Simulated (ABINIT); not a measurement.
**Beyond one shot: SnO2 (Cassiterite)**

How far does self-consistency move the gap of SnO2 (Cassiterite)?

Method: PBE and many-body steps on it, plane waves, in ABINIT 10.8.3.

**What was measured.**

- Gap 3.6 eV: experimental gap quoted from earlier work; bulk crystal (quoted in “Study on the Photocatalytic Properties of Flower-Shaped SnO2”, 2022, pmc:9565917).

Report form: the programs' logs are mostly left out.

### 1. Starting point

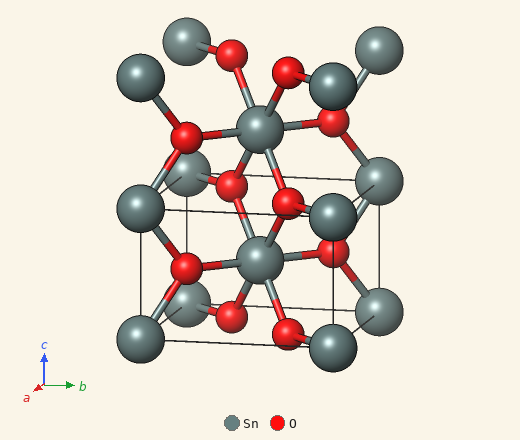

Start, viewed slightly off an axis; tin teal, oxygen red. 1×1×2 cells are drawn. Some periodic images of atoms are drawn too.

The cell and positions come from the Crystallography Open Database and are kept as given unless a step says otherwise.

### 2. Empty states on the mesh, 4×4×4 mesh, 89 bands

This step: ABINIT 10.8.3; DFT, PBE, plane waves, norm-conserving pseudopotentials.

The sums over transitions need many empty states on a uniform mesh; this step solves for them.

File run.abi:

```
acell 3*1.0 Angstrom
rprim 
  4.738000000000 0.000000000000 0.000000000000
  0.000000000000 4.738000000000 0.000000000000
  0.000000000000 0.000000000000 3.186500000000
ntypat 2
znucl 50 8
natom 6
typat 1 1 2 2 2 2
xred 
  0.000000000000 0.000000000000 0.000000000000
  0.500000000000 0.500000000000 0.500000000000
  0.307100000000 0.307100000000 0.000000000000
  0.192900000000 0.807100000000 0.500000000000
  0.692900000000 0.692900000000 0.000000000000
  0.807100000000 0.192900000000 0.500000000000
pp_dirpath "pseudos"
pseudos "Sn.upf, O.upf"
ecut 42
ngkpt 4 4 4
nshiftk 1
shiftk 0 0 0
kptopt 1
chksymbreak 0
iscf -2
irdden 1
istwfk *1
nband 89
nbdbuf 8
tolwfr 1e-09
nstep 60
prtvol 0
indata_prefix "in"
outdata_prefix "out"
tmpdata_prefix "tmp"
```

On the command line:

```
$ OMP_NUM_THREADS=1 mpirun -n 8 abinit run.abi > log
```

Wall time 44 s (8 MPI ranks of Arm Neoverse V2, shared host); peak memory 0.7 GiB; 5.8 min of CPU time.

Numbers from this step:

- gap: 1.284 eV
- k of the valence top: 0, 0, 0
- k of the conduction bottom: 0, 0, 0
- least direct gap: 1.284 eV
- k points computed: 18
- lowest point of the top converged band, above the valence top: 36.96 eV

On this mesh the gap is 1.284 eV.

The density comes from a self-consistent run that is not shown.

### 3. Screening, 4×4×4 mesh, 81 bands, screening to 106.1 eV

The RPA dielectric matrix is built and inverted for each q.

This step: RPA screening on PBE, plane waves, norm-conserving pseudopotentials.

Changes to run.abi since step 2:

```diff
@@ -24,10 +24,11 @@
 chksymbreak 0
-iscf -2
-irdden 1
 istwfk *1
-nband 89
-nbdbuf 8
-tolwfr 1e-09
-nstep 60
-prtvol 0
+occopt 1
+irdwfk 1
+optdriver 3
+nband 81
+ecuteps 3.9
+inclvkb 2
+awtr 1
+symchi 1
 indata_prefix "in"
```

Elapsed: 79 s, on 8 MPI ranks; peak memory 4.1 GiB.

Numbers from this step:

```
ε∞ with local fields, on this mesh, along the program's q direction : 4.545
the same without local fields                                       : 4.746
plasma frequency                                                    : 36.20 eV
plane waves in the screening matrix                                 : 177
```

Local fields lower ε∞ by 4 %. On a Γ-centred mesh this coarse the value itself is usually too large, while a short band sum pulls it down.

### 4. G0W0

The self-energy is evaluated for the states that the input lists, and the levels follow from it, in one-shot runs by the linearised quasiparticle equation.

This step: G0W0 on PBE, plane waves, norm-conserving pseudopotentials.

Changes to run.abi since step 3:

```diff
@@ -27,8 +27,15 @@
 irdwfk 1
-optdriver 3
+optdriver 4
 nband 81
+gwcalctyp 0
+ecutsigx 42
+symsigma 1
+nkptgw 1
+kptgw 
+  0.0000000000 0.0000000000 0.0000000000
+bdgw 
+  32 36
 ecuteps 3.9
-inclvkb 2
-awtr 1
-symchi 1
+irdscr 1
+ppmodel 1
 indata_prefix "in"
```

Run time: 4.5 s. Hardware: 8 MPI ranks; peak memory 2.1 GiB; 35 s of CPU time.

Numbers from this step:

```yaml
g0w0_gap_on_the_points_computed: 2.79 eV
starting_gap_on_the_mesh: 1.284 eV
k_of_the_valence_top: 0, 0, 0
k_of_the_conduction_bottom: 0, 0, 0
z_at_the_valence_top: 0.79
z_at_the_conduction_bottom: 0.846
least_direct_g0w0_gap_on_the_computed_points: 2.79 eV
```

The gap on the mesh goes from 1.28 eV to 2.79 eV, a correction of +1.51 eV.

### 5. evGW0, cycle 1

This step: evGW0 on PBE, plane waves, norm-conserving pseudopotentials.

Changes to run.abi since step 4:

```diff
@@ -29,10 +29,44 @@
 nband 81
-gwcalctyp 0
+gwcalctyp 10
 ecutsigx 42
 symsigma 1
-nkptgw 1
+nkptgw 18
 kptgw 
   0.0000000000 0.0000000000 0.0000000000
+  0.2500000000 0.0000000000 0.0000000000
+  0.5000000000 0.0000000000 0.0000000000
+  0.2500000000 0.2500000000 0.0000000000
+  0.5000000000 0.2500000000 0.0000000000
+  0.5000000000 0.5000000000 0.0000000000
+  0.0000000000 0.0000000000 0.2500000000
+  0.2500000000 0.0000000000 0.2500000000
+  0.5000000000 0.0000000000 0.2500000000
+  0.2500000000 0.2500000000 0.2500000000
+  0.5000000000 0.2500000000 0.2500000000
+  0.5000000000 0.5000000000 0.2500000000
+  0.0000000000 0.0000000000 0.5000000000
+  0.2500000000 0.0000000000 0.5000000000
+  0.5000000000 0.0000000000 0.5000000000
+  0.2500000000 0.2500000000 0.5000000000
+  0.5000000000 0.2500000000 0.5000000000
+  0.5000000000 0.5000000000 0.5000000000
 bdgw 
-  32 36
+  23 40
+  23 40
+  23 40
+  23 40
+  23 40
+  23 40
+  23 40
+  23 40
+  23 40
+  23 40
+  23 40
+  23 40
+  23 40
+  23 40
+  23 40
+  23 40
+  23 40
+  23 40
 ecuteps 3.9
```

The job ended after 3.6 min (8 MPI ranks; peak memory 6.5 GiB; 29 min of CPU time).

Numbers from this step:

- quasiparticle gap on the mesh: 3.082 eV
- gap of the density functional on the mesh: 1.284 eV
- k of the valence top: 0, 0, 0
- k of the conduction bottom: 0, 0, 0
- Z at the valence top: 0.79
- Z at the conduction bottom: 0.846
- least direct quasiparticle gap on the computed points: 3.082 eV

Against G0W0 in ABINIT (4×4×4 mesh, 81 bands, screening to 106.1 eV, Godby-Needs plasmon pole), the gap moves by +0.292 eV. This first cycle still uses the starting levels; it takes the full correction, at all points of the mesh, and its linearised value is 2.790 eV.

### 6. evGW0, cycle 2

The corrected levels of the last cycle go back in.

Changes to run.abi since step 5:

```diff
@@ -74,2 +74,3 @@
 ppmodel 1
+irdqps 1
 indata_prefix "in"
```

It took 3.6 min on 8 MPI ranks; peak memory 6.5 GiB; 29 min of CPU time.

Numbers from this step:

```
quasiparticle gap on the mesh                         : 3.019 eV
gap of the density functional on the mesh             : 1.284 eV
k of the valence top                                  : 0, 0, 0
k of the conduction bottom                            : 0, 0, 0
least direct quasiparticle gap on the computed points : 3.019 eV
```

Against the cycle before, the gap moves by −0.063 eV.

### 7. evGW0, cycle 3

run.abi is that of step 6.

The job ended after 3.6 min (8 MPI ranks; peak memory 6.5 GiB).

Numbers from this step:

```
quasiparticle gap on the mesh                         : 3.01 eV
gap of the density functional on the mesh             : 1.284 eV
k of the valence top                                  : 0, 0, 0
k of the conduction bottom                            : 0, 0, 0
least direct quasiparticle gap on the computed points : 3.01 eV
```

Against the cycle before, the gap moves by −0.009 eV.

### 8. Screening, 4×4×4 mesh, 81 bands, screening to 106.1 eV

This step: RPA screening on PBE, plane waves, norm-conserving pseudopotentials.

File run.abi:

```
acell 3*1.0 Angstrom
rprim 
  4.738000000000 0.000000000000 0.000000000000
  0.000000000000 4.738000000000 0.000000000000
  0.000000000000 0.000000000000 3.186500000000
ntypat 2
znucl 50 8
natom 6
typat 1 1 2 2 2 2
xred 
  0.000000000000 0.000000000000 0.000000000000
  0.500000000000 0.500000000000 0.500000000000
  0.307100000000 0.307100000000 0.000000000000
  0.192900000000 0.807100000000 0.500000000000
  0.692900000000 0.692900000000 0.000000000000
  0.807100000000 0.192900000000 0.500000000000
pp_dirpath "pseudos"
pseudos "Sn.upf, O.upf"
ecut 42
ngkpt 4 4 4
nshiftk 1
shiftk 0 0 0
kptopt 1
chksymbreak 0
istwfk *1
occopt 1
irdwfk 1
optdriver 3
nband 81
ecuteps 3.9
inclvkb 2
awtr 1
symchi 1
gwcalctyp 10
mbpt_sciss 2.540 eV
nqptdm 1
qptdm 
  0 0 0
indata_prefix "in"
outdata_prefix "out"
tmpdata_prefix "tmp"
```

Run time: 21 s. Hardware: 8 MPI ranks; peak memory 4 GiB; 2.8 min of CPU time.

This step gave:

```
ε∞ with local fields, on this mesh, along the program's q direction : 3.703
the same without local fields                                       : 3.837
plasma frequency                                                    : 36.20 eV
plane waves in the screening matrix                                 : 177
```

This screening uses the functional's bands under a rigid shift, the mean opening of the cycle before.

### 9. Screening, 4×4×4 mesh, 81 bands, screening to 106.1 eV

This step: RPA screening on PBE from quasiparticle energies, plane waves, norm-conserving pseudopotentials.

Changes to run.abi since step 8:

```diff
@@ -33,7 +33,23 @@
 symchi 1
+irdqps 1
 gwcalctyp 10
-mbpt_sciss 2.540 eV
-nqptdm 1
+nqptdm 17
 qptdm 
-  0 0 0
+  0.2500000000 0.0000000000 0.0000000000
+  0.5000000000 0.0000000000 0.0000000000
+  0.2500000000 0.2500000000 0.0000000000
+  0.5000000000 0.2500000000 0.0000000000
+  0.5000000000 0.5000000000 0.0000000000
+  0.0000000000 0.0000000000 0.2500000000
+  0.2500000000 0.0000000000 0.2500000000
+  0.5000000000 0.0000000000 0.2500000000
+  0.2500000000 0.2500000000 0.2500000000
+  0.5000000000 0.2500000000 0.2500000000
+  0.5000000000 0.5000000000 0.2500000000
+  0.0000000000 0.0000000000 0.5000000000
+  0.2500000000 0.0000000000 0.5000000000
+  0.5000000000 0.0000000000 0.5000000000
+  0.2500000000 0.2500000000 0.5000000000
+  0.5000000000 0.2500000000 0.5000000000
+  0.5000000000 0.5000000000 0.5000000000
 indata_prefix "in"
```

File mrgscr.stdin:

```
2
merged
q0_SCR
out_SCR
1
```

On the command line:

```
$ OMP_NUM_THREADS=1 mpirun -n 8 abinit run.abi > log; mrgscr < mrgscr.stdin
```

It took 57 s on 8 MPI ranks; peak memory 3.8 GiB.

Numbers from this step:

```
plasma frequency                    : 36.20 eV
plane waves in the screening matrix : 177
```

This screening reads the quasiparticle levels of the cycle before.

### 10. evGW, cycle 1

This step: evGW on PBE, plane waves, norm-conserving pseudopotentials.

Changes to run.abi since step 9:

```diff
@@ -27,12 +27,10 @@
 irdwfk 1
-optdriver 3
+optdriver 4
 nband 81
-ecuteps 3.9
-inclvkb 2
-awtr 1
-symchi 1
-irdqps 1
 gwcalctyp 10
-nqptdm 17
-qptdm 
+ecutsigx 42
+symsigma 1
+nkptgw 18
+kptgw 
+  0.0000000000 0.0000000000 0.0000000000
   0.2500000000 0.0000000000 0.0000000000
@@ -54,2 +52,25 @@
   0.5000000000 0.5000000000 0.5000000000
+bdgw 
+  23 40
+  23 40
+  23 40
+  23 40
+  23 40
+  23 40
+  23 40
+  23 40
+  23 40
+  23 40
+  23 40
+  23 40
+  23 40
+  23 40
+  23 40
+  23 40
+  23 40
+  23 40
+ecuteps 3.9
+irdscr 1
+ppmodel 1
+irdqps 1
 indata_prefix "in"
```

On the command line:

```
$ OMP_NUM_THREADS=1 mpirun -n 8 abinit run.abi > log
```

Run time: 3.6 min. Hardware: 8 MPI ranks; peak memory 6.5 GiB; 29 min of CPU time.

Numbers from this step:

```
quasiparticle gap on the mesh                         : 3.424 eV
gap of the density functional on the mesh             : 1.284 eV
k of the valence top                                  : 0, 0, 0
k of the conduction bottom                            : 0, 0, 0
least direct quasiparticle gap on the computed points : 3.424 eV
```

Against G0W0 in ABINIT (4×4×4 mesh, 81 bands, screening to 106.1 eV, Godby-Needs plasmon pole), the gap moves by +0.634 eV.

### 11. Screening, 4×4×4 mesh, 81 bands, screening to 106.1 eV

This step: RPA screening on PBE, plane waves, norm-conserving pseudopotentials.

File run.abi:

```
acell 3*1.0 Angstrom
rprim 
  4.738000000000 0.000000000000 0.000000000000
  0.000000000000 4.738000000000 0.000000000000
  0.000000000000 0.000000000000 3.186500000000
ntypat 2
znucl 50 8
natom 6
typat 1 1 2 2 2 2
xred 
  0.000000000000 0.000000000000 0.000000000000
  0.500000000000 0.500000000000 0.500000000000
  0.307100000000 0.307100000000 0.000000000000
  0.192900000000 0.807100000000 0.500000000000
  0.692900000000 0.692900000000 0.000000000000
  0.807100000000 0.192900000000 0.500000000000
pp_dirpath "pseudos"
pseudos "Sn.upf, O.upf"
ecut 42
ngkpt 4 4 4
nshiftk 1
shiftk 0 0 0
kptopt 1
chksymbreak 0
istwfk *1
occopt 1
irdwfk 1
optdriver 3
nband 81
ecuteps 3.9
inclvkb 2
awtr 1
symchi 1
gwcalctyp 10
mbpt_sciss 3.002 eV
nqptdm 1
qptdm 
  0 0 0
indata_prefix "in"
outdata_prefix "out"
tmpdata_prefix "tmp"
```

The job ended after 21 s (8 MPI ranks; peak memory 3.9 GiB; 2.8 min of CPU time).

This step gave:

```yaml
eps_infinity_with_local_fields_on_this_mesh_along_the_program_s_q_direction: 3.599
the_same_without_local_fields: 3.724
plasma_frequency: 36.20 eV
plane_waves_in_the_screening_matrix: 177
```

This screening uses the functional's bands under a rigid shift, the mean opening of the cycle before.

### 12. Screening, 4×4×4 mesh, 81 bands, screening to 106.1 eV

This step: RPA screening on PBE from quasiparticle energies, plane waves, norm-conserving pseudopotentials.

Changes to run.abi since step 11:

```diff
@@ -33,7 +33,23 @@
 symchi 1
+irdqps 1
 gwcalctyp 10
-mbpt_sciss 3.002 eV
-nqptdm 1
+nqptdm 17
 qptdm 
-  0 0 0
+  0.2500000000 0.0000000000 0.0000000000
+  0.5000000000 0.0000000000 0.0000000000
+  0.2500000000 0.2500000000 0.0000000000
+  0.5000000000 0.2500000000 0.0000000000
+  0.5000000000 0.5000000000 0.0000000000
+  0.0000000000 0.0000000000 0.2500000000
+  0.2500000000 0.0000000000 0.2500000000
+  0.5000000000 0.0000000000 0.2500000000
+  0.2500000000 0.2500000000 0.2500000000
+  0.5000000000 0.2500000000 0.2500000000
+  0.5000000000 0.5000000000 0.2500000000
+  0.0000000000 0.0000000000 0.5000000000
+  0.2500000000 0.0000000000 0.5000000000
+  0.5000000000 0.0000000000 0.5000000000
+  0.2500000000 0.2500000000 0.5000000000
+  0.5000000000 0.2500000000 0.5000000000
+  0.5000000000 0.5000000000 0.5000000000
 indata_prefix "in"
```

mrgscr.stdin is that of step 9.

On the command line:

```
$ OMP_NUM_THREADS=1 mpirun -n 8 abinit run.abi > log; mrgscr < mrgscr.stdin
```

Elapsed: 55 s, on 8 MPI ranks; peak memory 3.8 GiB.

Numbers from this step:

```yaml
plasma_frequency: 36.20 eV
plane_waves_in_the_screening_matrix: 177
```

This screening reads the quasiparticle levels of the cycle before.

### 13. evGW, cycle 2

This step: evGW on PBE, plane waves, norm-conserving pseudopotentials.

Changes to run.abi since step 12:

```diff
@@ -27,12 +27,10 @@
 irdwfk 1
-optdriver 3
+optdriver 4
 nband 81
-ecuteps 3.9
-inclvkb 2
-awtr 1
-symchi 1
-irdqps 1
 gwcalctyp 10
-nqptdm 17
-qptdm 
+ecutsigx 42
+symsigma 1
+nkptgw 18
+kptgw 
+  0.0000000000 0.0000000000 0.0000000000
   0.2500000000 0.0000000000 0.0000000000
@@ -54,2 +52,25 @@
   0.5000000000 0.5000000000 0.5000000000
+bdgw 
+  23 40
+  23 40
+  23 40
+  23 40
+  23 40
+  23 40
+  23 40
+  23 40
+  23 40
+  23 40
+  23 40
+  23 40
+  23 40
+  23 40
+  23 40
+  23 40
+  23 40
+  23 40
+ecuteps 3.9
+irdscr 1
+ppmodel 1
+irdqps 1
 indata_prefix "in"
```

On the command line:

```
$ OMP_NUM_THREADS=1 mpirun -n 8 abinit run.abi > log
```

The job ended after 3.6 min (8 MPI ranks; peak memory 6.5 GiB).

This step gave:

| Quantity | Value |
| --- | --- |
| quasiparticle gap on the mesh | 3.478 eV |
| gap of the density functional on the mesh | 1.284 eV |
| k of the valence top | 0, 0, 0 |
| k of the conduction bottom | 0, 0, 0 |
| least direct quasiparticle gap on the computed points | 3.478 eV |

Against the cycle before, the gap moves by +0.054 eV.

[end of part 1 of 2]

[Paths, hosts, dates, memory and timing lines, banners, echoed tables and standing remarks are left out of the program output.]

[Logs are printed without paths, hosts, clocks, repeated set-up lines and the standing remarks that a program may print on its own settings, such as how far it seeks lower states.]

[Runs of the session that timed out or met a known fault of the program may be left out.]

[Hosts, paths, dates, database ids (printed as entryN), source tags and the programs' standing remarks are cut or masked in the printed files.]

[G0W0 gaps are taken among the corrected bands and points alone; a level outside them can change the order at an edge.]

[Where Ansatz stands beside ABINIT at settings called matched, ABINIT's density can come from a denser mesh and the files from another edition; pairs whose starting gaps differed by over 0.03 eV were left out, so agreement reads better than it is.]
